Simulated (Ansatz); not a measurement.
# AlF2HO: molecular dynamics

The plan is to follow the molecule's vibrations and see whether its bonds hold. The start is relaxed first. Runs: 40 steps of 2.5 fs at constant energy, with velocities drawn for 1500 K; 250 steps of 0.5 fs under a Nosé-Hoover thermostat, set from 700 K to 1400 K by a schedule.

Program: Ansatz 0.2.0. Level of theory: RKS r2SCAN-D4/def2-SVP. These are calculated values, not measurements.

**1. The starting structure**

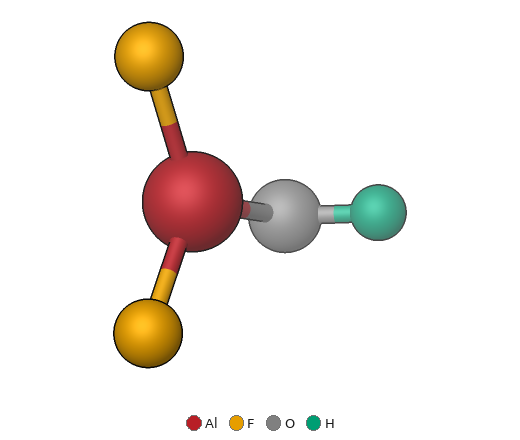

The starting structure, seen from a free direction (aluminium red, fluorine amber, oxygen grey, hydrogen teal).

Coordinates:

```xyz
5

Al    0.0000    0.0000    0.0000
F     0.0000    0.0000    1.6900
O     1.5415    0.0000   -0.8900
H     1.8414   -0.9519   -1.0449
F    -1.4635    0.0000   -0.8450
```

**2. Preparing the start**

Contents of input.yaml:

```yaml
crystal:
  periodic: [false, false, false]
  atoms:
    - { symbol: Al, position_ang: [0.0, 0.0, 0.0] }
    - { symbol: F, position_ang: [0.0, 0.0, 1.69] }
    - { symbol: O, position_ang: [1.5415, 0.0, -0.89] }
    - { symbol: H, position_ang: [1.8414, -0.9519, -1.0449] }
    - { symbol: F, position_ang: [-1.4635, 0.0, -0.845] }
basis:
  gaussian: { orbitals: def2-SVP }
hamiltonian:
  xc: r2scan
  dispersion: d4
relax:
  f_tol: 0.02
  max_steps: 40
```

Started as:

```console
ansatz run input.yaml --threads 1 --pin off --max-ram 2048MiB --backend cpu --events-out ev --progress --plain --runs-dir out
```

Log (excerpt; [...] marks lines left out):

```text
Warning: RAYON_NUM_THREADS=1 ignored (pool sized by the plan → 1); use --threads N
[...]
Functional definition: r2SCAN
[...]
690 factors; their error is unknown
[...]
mean field -14087.00096175 eV, -517.6877368320 hartree, gradient 1.1e-5 eV, S^2 0.000000; 0 other end points of the search recorded, 0 dependent functions left out
[...]
reference -14087.00097334 eV, -517.6877372579 hartree; 20, 20 occupied and 45, 45 virtual orbitals, 690 factors
relax step   1: F+E_penalty+E_count = -14087.01631801 eV  Δ(F+E_penalty+E_count) = +0.000e0 eV  max|allowed force component| = 2.011e0 eV/Å  Δτ_max = 0.0000 Å  (25 SCF iters, accepted)
[...]
relax step   4: F+E_penalty+E_count = -14087.23436709 eV  Δ(F+E_penalty+E_count) = -1.673e-2 eV  max|allowed force component| = 4.754e-1 eV/Å  Δτ_max = 0.0175 Å  (26 SCF iters, accepted)
[...]
relax step   7: F+E_penalty+E_count = -14087.29247956 eV  Δ(F+E_penalty+E_count) = -1.523e-2 eV  max|allowed force component| = 4.773e-1 eV/Å  Δτ_max = 0.1006 Å  (27 SCF iters, accepted)
[...]
relax step  10: F+E_penalty+E_count = -14087.38747991 eV  Δ(F+E_penalty+E_count) = -1.471e-2 eV  max|allowed force component| = 3.721e-2 eV/Å  Δτ_max = 0.0712 Å  (28 SCF iters, accepted)
[...]
relax step  12: F+E_penalty+E_count = -14087.38865223 eV  Δ(F+E_penalty+E_count) = -1.172e-3 eV  max|allowed force component| = 2.250e-2 eV/Å  Δτ_max = 0.0257 Å  (25 SCF iters, accepted)
[...]
relax step  13: F+E_penalty+E_count = -14087.38884979 eV  Δ(F+E_penalty+E_count) = -1.976e-4 eV  max|allowed force component| = 3.260e-3 eV/Å  Δτ_max = 0.0160 Å  (25 SCF iters, accepted)
690 factors; their error is unknown
[...]
mean field -14087.37332541 eV, -517.7014209443 hartree, gradient 7.6e-5 eV, S^2 0.000000; 1 other end points of the search recorded, 0 dependent functions left out
[...]
reference -14087.37333690 eV, -517.7014213664 hartree; 20, 20 occupied and 45, 45 virtual orbitals, 690 factors
Total energy: -14087.38886127 eV, -517.7019918767 hartree
Atom 0 at    -0.047535    -0.085148    -0.063003 Å, force     0.000988    -0.000267    -0.000017 eV/Å
Atom 1 at     0.092769    -0.005910     1.582228 Å, force     0.001002    -0.000462    -0.003260 eV/Å
Atom 2 at     1.249105    -0.437429    -1.072486 Å, force    -0.000703    -0.000040     0.001732 eV/Å
Atom 3 at     2.152365    -0.618380    -0.802280 Å, force    -0.002507     0.000886     0.001057 eV/Å
Atom 4 at    -1.527303     0.194967    -0.734359 Å, force     0.001220    -0.000117     0.000488 eV/Å
Dipole moment:     0.444463    -0.096264     0.023718 e Å
```

Run time: 18 s. Hardware: 1 thread of Intel Xeon 6975P-C (Granite Rapids), shared host; peak memory 0.16 GiB.

The steps of the relaxation:

```csv
step,energy from step 1 (eV),largest force component (eV/Å)
1,0.0000,2.0106
2,-0.1244,1.1501
3,-0.2013,0.9508
4,-0.2180,0.4754
5,-0.2391,0.5056
6,-0.2609,0.3842
7,-0.2762,0.4773
8,-0.3161,0.3974
9,-0.3564,0.5671
10,-0.3712,0.0372
11x,-0.3704,0.4143
12,-0.3723,0.0225
13,-0.3725,0.0033
```

Step 1 is the start. 1 step was tried and not accepted (11; marked x where the table lists them).

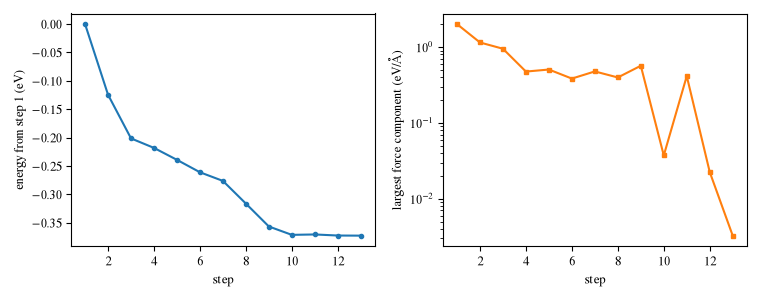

Energy and largest force along the relaxation.

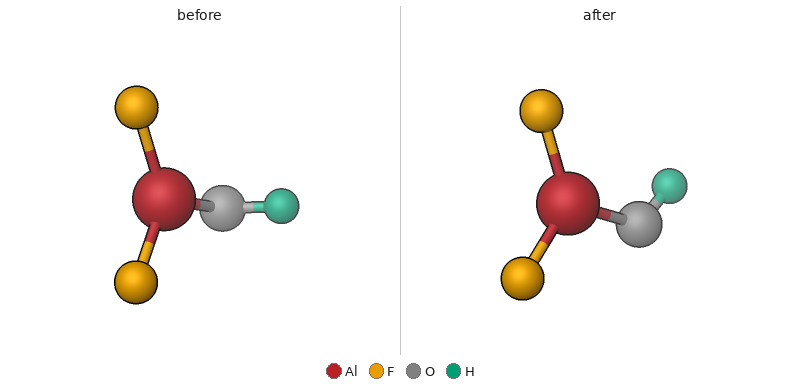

Before and after, at one scale.

After: Bond lengths: Al1–F2 1.653 Å, Al1–O3 1.681 Å, O3–H4 0.960 Å, Al1–F5 1.649 Å. Angles: F2–Al1–O3 122.8°, F2–Al1–F5 118.2°, O3–Al1–F5 118.9°, Al1–O3–H4 126.6°.

**3. Run 1**

40 steps of 2.5 fs at constant energy, with velocities drawn for 1500 K, from the relaxed start.

Contents of input.yaml:

```yaml
crystal:
  periodic: [false, false, false]
  atoms:
    - { symbol: Al, position_ang: [-0.047535, -0.085148, -0.063003] }
    - { symbol: F, position_ang: [0.092769, -0.00591, 1.582228] }
    - { symbol: O, position_ang: [1.249105, -0.437429, -1.072486] }
    - { symbol: H, position_ang: [2.152365, -0.61838, -0.80228] }
    - { symbol: F, position_ang: [-1.527303, 0.194967, -0.734359] }
basis:
  gaussian: { orbitals: def2-SVP }
hamiltonian:
  xc: r2scan
  dispersion: d4
md:
  timestep: 2.5
  n_steps: 40
  ensemble: nve
  temperature: 1500.0
  initial_velocities: maxwell_boltzmann
  seed: 534011
```

Started as:

```console
ansatz run input.yaml --threads 1 --pin off --max-ram 2048MiB --backend cpu --events-out ev --progress --plain --runs-dir out
```

Log (excerpt; [...] marks lines left out):

```text
Warning: RAYON_NUM_THREADS=1 ignored (pool sized by the plan → 1); use --threads N
[...]
[... 1 set-up line as earlier in the session ...]
[...]
690 factors; their error is unknown
[...]
mean field -14087.37334538 eV, -517.7014216780 hartree, gradient 7.3e-5 eV, S^2 0.000000; 0 other end points of the search recorded, 0 dependent functions left out
[...]
reference -14087.37335692 eV, -517.7014221023 hartree; 20, 20 occupied and 45, 45 virtual orbitals, 690 factors
md step     0: t =     0.00 fs  T =  1500.0 K  F+E_penalty+E_count = -14087.38886975 eV  E_kin = 0.581670 eV  conserved = -14086.80719976 eV  (24 SCF iters)
[...]
md step    10: t =    25.00 fs  T = 102582.1 K  F+E_penalty+E_count = -14079.27355069 eV  E_kin = 39.779290 eV  conserved = -14039.49426023 eV  (44 SCF iters, 5 dispersion substeps)
[...]
md step    30: t =    75.00 fs  T = 101600.1 K  F+E_penalty+E_count = -14078.91390747 eV  E_kin = 39.398490 eV  conserved = -14039.51541709 eV  (36 SCF iters, 5 dispersion substeps)
[...]
md step    39: t =    97.50 fs  T = 102050.6 K  F+E_penalty+E_count = -14079.08839789 eV  E_kin = 39.573196 eV  conserved = -14039.51520199 eV  (52 SCF iters)
[...]
md step    40: t =   100.00 fs  T = 102043.3 K  F+E_penalty+E_count = -14079.08450632 eV  E_kin = 39.570333 eV  conserved = -14039.51417363 eV  (247 SCF iters)
Total energy: -14079.08452257 eV, -517.3968130583 hartree
Atom 0 at    -0.805479    -0.037714    -0.572584 Å, force     0.646917     2.036876     2.492851 eV/Å
Atom 1 at     0.380764     0.018583     0.761879 Å, force    -1.776228    -0.566546    -2.247403 eV/Å
Atom 2 at    -0.355363     0.466419    -2.160945 Å, force    -0.102263    -0.654312     0.376142 eV/Å
Atom 3 at    58.534017   -19.486336    31.979438 Å, force    -0.000029     0.000006    -0.000019 eV/Å
Atom 4 at    -2.379153     0.343035    -0.012989 Å, force     1.231602    -0.816024    -0.621571 eV/Å
Dipole moment:     6.301646    -2.576217     3.442452 e Å
```

Run time: 63 s. Hardware: 1 thread of Intel Xeon 6975P-C (Granite Rapids), shared host; peak memory 0.14 GiB.

**4. What the atoms did**

The trajectory, every 2 steps (energies from step 0):

```csv
time (fs),T (K),potential energy change (meV/atom),total energy change (meV/atom)
0.0,1500,0.0,0.00
5.0,1025,69.1,32.24
10.0,785,159.8,104.28
15.0,819,317.7,264.82
20.0,22744,818.8,2466.38
25.0,102582,1623.1,9462.59
30.0,102212,1648.5,9459.29
35.0,102229,1645.3,9457.44
40.0,101597,1696.1,9459.18
45.0,101192,1727.1,9458.86
50.0,100998,1742.3,9458.98
55.0,100987,1743.2,9458.96
60.0,101129,1731.9,9458.74
65.0,101331,1716.5,9459.01
70.0,101659,1690.2,9458.11
75.0,101600,1695.0,9458.36
80.0,101587,1697.4,9459.74
85.0,102109,1654.4,9457.19
90.0,101989,1665.7,9459.22
95.0,102014,1663.1,9458.54
100.0,102043,1660.9,9458.61
```

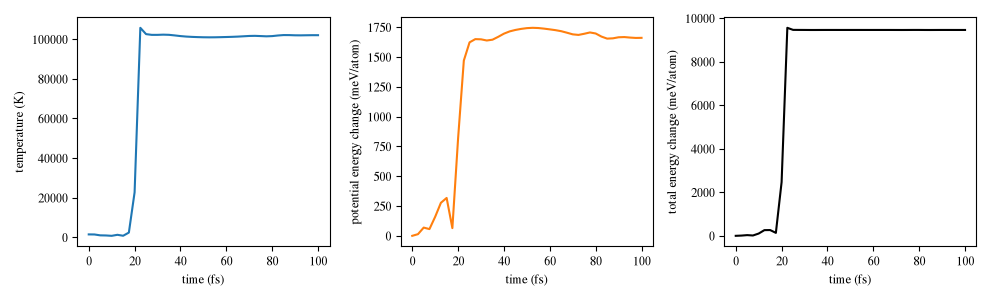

Time series of the run, each on its own scale.

Bonds that form or break, judged by distance (formed within 1.15 times the sum of covalent radii and held on average over 10 fs, broken when stretched by half; pairs already stretched at the start don't count as bonds):

```csv
time (fs),bond,event
22.5,O3–H4,breaks
```

Reading of run 1. The temperature runs away to 105767 K: the integration has become unstable, and nothing after that is physical.

**5. Run 2**

250 steps of 0.5 fs under a Nosé-Hoover thermostat, set from 700 K to 1400 K by a schedule, from the relaxed start.

Edit input.yaml of step 3 so:

```diff
@@ -14,7 +14,10 @@
 md:
-  timestep: 2.5
-  n_steps: 40
-  ensemble: nve
-  temperature: 1500.0
+  timestep: 0.5
+  n_steps: 250
+  ensemble: nvt_nose_hoover
+  temperature: 700.0
   initial_velocities: maxwell_boltzmann
-  seed: 534011
+  seed: 304447
+  temperature_schedule:
+    - { n_steps: 62, end_temperature: 700.0 }
+    - { n_steps: 188, end_temperature: 1400.0 }
```

Started as:

```console
ansatz run input.yaml --threads 1 --pin off --max-ram 2048MiB --backend cpu --events-out ev --progress --plain --runs-dir out
```

Log (excerpt; [...] marks lines left out):

```text
Warning: RAYON_NUM_THREADS=1 ignored (pool sized by the plan → 1); use --threads N
[...]
[... 1 set-up line as earlier in the session ...]
[...]
690 factors; their error is unknown
[...]
mean field -14087.37334538 eV, -517.7014216780 hartree, gradient 7.3e-5 eV, S^2 0.000000; 0 other end points of the search recorded, 0 dependent functions left out
[...]
reference -14087.37335692 eV, -517.7014221023 hartree; 20, 20 occupied and 45, 45 virtual orbitals, 690 factors
md step     0: t =     0.00 fs  T =   700.0 K (target 700.0 K)  F+E_penalty+E_count = -14087.38886975 eV  E_kin = 0.271446 eV  conserved = -14087.11742376 eV  (24 SCF iters)
[...]
md step    18: t =     9.00 fs  T =   180.0 K (target 700.0 K)  F+E_penalty+E_count = -14087.18673309 eV  E_kin = 0.069784 eV  conserved = -14087.11712236 eV  (25 SCF iters)
[...]
md step    36: t =    18.00 fs  T =   395.2 K (target 700.0 K)  F+E_penalty+E_count = -14087.26912965 eV  E_kin = 0.153238 eV  conserved = -14087.11727496 eV  (26 SCF iters)
[...]
md step    54: t =    27.00 fs  T =   279.8 K (target 700.0 K)  F+E_penalty+E_count = -14087.22161835 eV  E_kin = 0.108484 eV  conserved = -14087.11721057 eV  (26 SCF iters)
[...]
md step    72: t =    36.00 fs  T =   168.2 K (target 735.4 K)  F+E_penalty+E_count = -14087.17601151 eV  E_kin = 0.065206 eV  conserved = -14087.11721149 eV  (29 SCF iters)
md step    73: t =    36.50 fs  T =   173.2 K (target 739.1 K)  F+E_penalty+E_count = -14087.17784170 eV  E_kin = 0.067151 eV  conserved = -14087.11723162 eV  (29 SCF iters)
```

**6. More of the same log: dynamics from the start**

Output, continued (excerpt; [...] marks lines left out):

```text
md step    74: t =    37.00 fs  T =   178.2 K (target 742.8 K)  F+E_penalty+E_count = -14087.17966226 eV  E_kin = 0.069117 eV  conserved = -14087.11722826 eV  (29 SCF iters)
[...]
md step    97: t =    48.50 fs  T =   583.6 K (target 828.5 K)  F+E_penalty+E_count = -14087.32843405 eV  E_kin = 0.226295 eV  conserved = -14087.11734468 eV  (26 SCF iters)
[...]
md step   120: t =    60.00 fs  T =   231.0 K (target 914.1 K)  F+E_penalty+E_count = -14087.18111802 eV  E_kin = 0.089572 eV  conserved = -14087.11705648 eV  (25 SCF iters)
[...]
md step   143: t =    71.50 fs  T =   584.8 K (target 999.7 K)  F+E_penalty+E_count = -14087.29830071 eV  E_kin = 0.226781 eV  conserved = -14087.11724725 eV  (26 SCF iters)
[...]
md step   165: t =    82.50 fs  T =   255.5 K (target 1081.6 K)  F+E_penalty+E_count = -14087.15603359 eV  E_kin = 0.099095 eV  conserved = -14087.11715838 eV  (29 SCF iters)
md step   166: t =    83.00 fs  T =   264.4 K (target 1085.4 K)  F+E_penalty+E_count = -14087.15896091 eV  E_kin = 0.102520 eV  conserved = -14087.11719188 eV  (28 SCF iters)
```

**7. The log goes on: dynamics from the start**

Output, continued (excerpt; [...] marks lines left out):

```text
md step   167: t =    83.50 fs  T =   273.4 K (target 1089.1 K)  F+E_penalty+E_count = -14087.16192524 eV  E_kin = 0.106027 eV  conserved = -14087.11720343 eV  (28 SCF iters)
[...]
md step   186: t =    93.00 fs  T =   467.8 K (target 1159.8 K)  F+E_penalty+E_count = -14087.22087861 eV  E_kin = 0.181411 eV  conserved = -14087.11719257 eV  (26 SCF iters)
[...]
md step   205: t =   102.50 fs  T =   304.3 K (target 1230.6 K)  F+E_penalty+E_count = -14087.13745133 eV  E_kin = 0.117991 eV  conserved = -14087.11715306 eV  (27 SCF iters)
[...]
md step   224: t =   112.00 fs  T =   444.5 K (target 1301.3 K)  F+E_penalty+E_count = -14087.17820377 eV  E_kin = 0.172386 eV  conserved = -14087.11723840 eV  (27 SCF iters)
[...]
md step   249: t =   124.50 fs  T =   365.1 K (target 1394.4 K)  F+E_penalty+E_count = -14087.10554511 eV  E_kin = 0.141565 eV  conserved = -14087.11709651 eV  (26 SCF iters)
[...]
md step   250: t =   125.00 fs  T =   338.2 K (target 1398.1 K)  F+E_penalty+E_count = -14087.09410151 eV  E_kin = 0.131164 eV  conserved = -14087.11705604 eV  (26 SCF iters)
Total energy: -14087.09411307 eV, -517.6911600798 hartree
Atom 0 at    -0.052591    -0.040805    -0.088994 Å, force     1.721771    -0.737535     0.876250 eV/Å
Atom 1 at     0.073199    -0.044029     1.648182 Å, force    -0.157235     0.061326    -2.396691 eV/Å
Atom 2 at     1.332657    -0.490507    -1.036499 Å, force    -1.738703     0.487296     1.586593 eV/Å
Atom 3 at     1.909776    -0.345764    -1.778748 Å, force    -0.084784     0.136214    -0.186704 eV/Å
Atom 4 at    -1.558042     0.200344    -0.741898 Å, force     0.258951     0.052699     0.120551 eV/Å
Dipole moment:     0.313977     0.114028    -0.424216 e Å
```

It took 4.8 min on 1 thread of Intel Xeon 6975P-C (Granite Rapids), shared host; peak memory 0.13 GiB.

**8. Frames and traces**

One step in 18; energies are changes from step 0:

```csv
time (fs),T (K),potential energy change (meV/atom),conserved energy change (meV/atom)
0.0,700,0.0,0.00
9.0,180,40.4,0.06
18.0,395,23.9,0.03
27.0,280,33.5,0.04
36.0,168,42.6,0.04
45.0,471,20.0,0.02
54.0,387,28.7,0.03
63.0,470,23.6,0.02
72.0,558,20.4,0.04
81.0,245,47.1,0.07
90.0,433,35.0,0.05
99.0,422,39.8,0.04
108.0,219,58.3,0.06
117.0,705,25.3,0.03
125.0,338,59.0,0.07
```

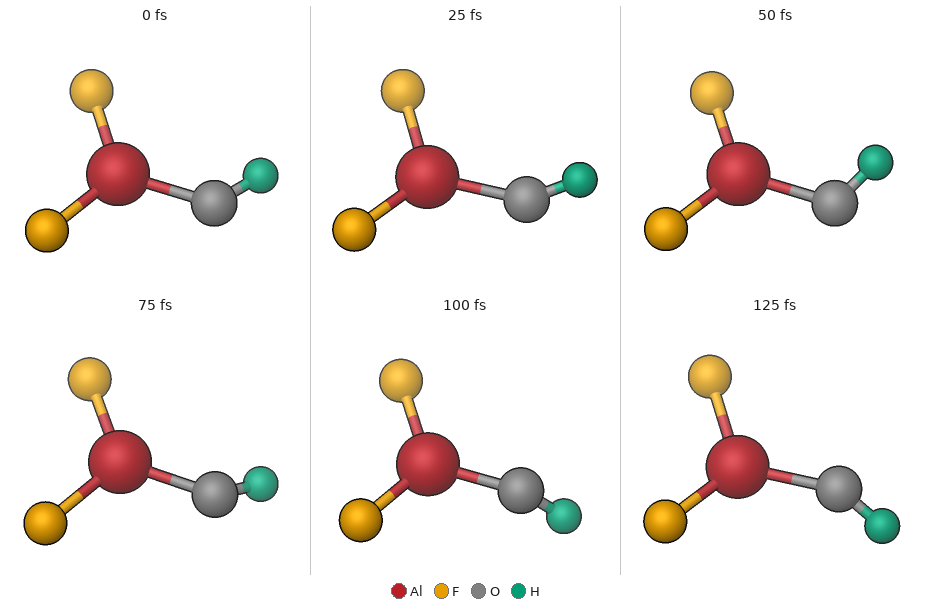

The system at six times, viewed from a chosen angle. Sticks join atoms within a bonding distance in each frame.

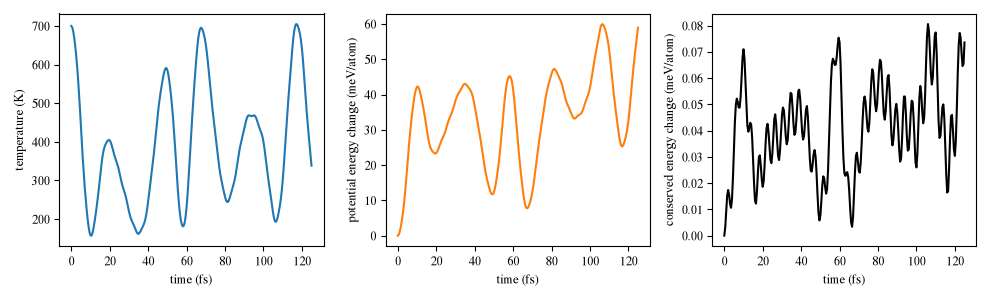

Time series of the run, each on its own scale.

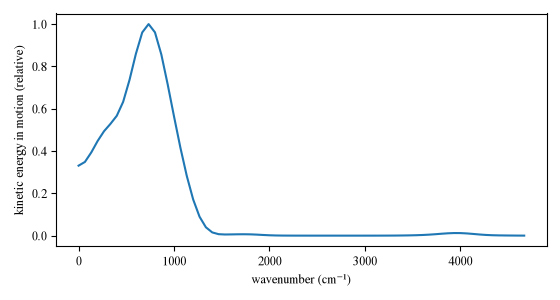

Power spectrum of the mass-weighted velocities; a run of 125 fs resolves no finer than about 530 cm⁻¹.

Maxima of the velocity power spectrum (cm⁻¹, relative height; resolution about 530 cm⁻¹): 730 (100).

**9. Frames from the trajectory**

Positions (Å) and forces (eV/Å):

```xyz
5
time_fs=15.5 T=334 dE=0.1429
Al   -0.058   -0.075   -0.083    0.214   -0.137   -0.119
F     0.104   -0.015    1.516    0.002    0.127    1.724
O     1.252   -0.419   -0.985    1.078   -0.425   -1.073
H     2.102   -0.859   -0.997   -0.179    0.179    0.065
F    -1.524    0.187   -0.703   -1.115    0.255   -0.596
5
time_fs=31.0 T=202 dE=0.1987
Al   -0.055   -0.076   -0.103    0.270   -0.214    0.806
F     0.110   -0.011    1.599   -0.287    0.000   -1.565
O     1.338   -0.430   -1.023   -0.864    0.057    0.210
H     2.124   -0.990   -1.043   -0.473    0.338    0.196
F    -1.607    0.201   -0.723    1.353   -0.180    0.354
5
time_fs=47.0 T=545 dE=0.0738
Al   -0.035   -0.092   -0.069   -1.341    0.316   -0.986
F     0.088   -0.006    1.552    0.091   -0.008    0.867
O     1.286   -0.410   -1.053    0.527   -0.560    0.050
H     2.031   -0.948   -0.736   -0.317    0.428   -0.250
F    -1.565    0.200   -0.715    1.039   -0.176    0.319
5
time_fs=62.5 T=429 dE=0.1331
Al   -0.057   -0.097   -0.071    1.634   -0.218    0.999
F     0.072   -0.003    1.562    0.152   -0.043    0.428
O     1.230   -0.420   -1.083    0.851   -0.235    0.092
H     2.070   -0.595   -0.634   -0.059    0.009   -0.359
F    -1.473    0.193   -0.703   -2.577    0.487   -1.159
5
time_fs=78.0 T=304 dE=0.2097
Al   -0.014   -0.105   -0.035   -1.606    0.470   -1.100
F     0.074   -0.005    1.632    0.022   -0.080   -0.696
O     1.260   -0.457   -1.109   -0.876    0.186    0.508
H     2.192   -0.256   -1.093    0.252   -0.036    0.130
F    -1.567    0.219   -0.777    2.207   -0.540    1.158
5
time_fs=94.0 T=467 dE=0.1707
Al   -0.062   -0.081   -0.057    2.387   -0.377    1.016
F     0.078   -0.017    1.620   -0.142   -0.047   -0.976
O     1.238   -0.467   -1.067   -1.042   -0.033    0.654
H     2.045   -0.117   -1.414    0.499    0.170   -0.107
F    -1.478    0.198   -0.752   -1.702    0.287   -0.587
5
time_fs=109.5 T=272 dE=0.2729
Al   -0.017   -0.064   -0.036   -2.170    0.295   -1.817
F     0.071   -0.034    1.540    0.159    0.101    2.831
O     1.200   -0.466   -1.004    1.359   -0.535   -0.832
H     1.907   -0.126   -1.524    0.582    0.085   -0.437
F    -1.495    0.192   -0.750    0.070    0.054    0.255
5
time_fs=125.0 T=338 dE=0.2948
Al   -0.053   -0.041   -0.089    1.722   -0.738    0.876
F     0.073   -0.044    1.648   -0.157    0.061   -2.397
O     1.333   -0.490   -1.036   -1.739    0.487    1.587
H     1.910   -0.346   -1.779   -0.085    0.136   -0.187
F    -1.558    0.200   -0.742    0.259    0.053    0.121
```

On run 2: The set-point goes from 700 to 1400 K in 125 fs, and the last tenth of the run averages 577 K. Such a rate, of order 10^16 K/s, is far beyond any furnace or quench, and the atoms lag the set-point. The conserved energy strays from its start by at most 0.08 meV/atom, 0.3 % of the mean kinetic energy, so a step of 0.5 fs is short enough over this time. The bonds all hold.

**10. Summary of results**

```
                                     quantity                                      value
                      relaxation of the start                   11 moves, 0.373 eV lower
                                run 1: length                         40 steps of 2.5 fs
      run 1: temperature, first and last step                          1500 and 102043 K
              run 1: temperature, second half     mean 101589 K, from 100965 to 102109 K
         run 1: potential energy, second half  +1696 meV/atom from this run's first step
    run 1: largest change of the total energy                           9557.09 meV/atom
                run 1: bonds formed or broken                                          1
                                run 2: length                        250 steps of 0.5 fs
      run 2: temperature, first and last step                              700 and 338 K
              run 2: temperature, second half              mean 440 K, from 193 to 705 K
         run 2: potential energy, second half    +37 meV/atom from this run's first step
run 2: largest change of the conserved energy                              0.08 meV/atom
                run 2: bonds formed or broken                                          0
```

**Reading.** Mean temperatures of the second halves: none that means anything (unstable run), 440 K. Bonds changed in run 1 (an artefact of the unstable or too long step). 125 fs on 5 atoms is far too short and small for converged averages. The nuclei move classically, without zero-point motion, which matters most for hydrogen.
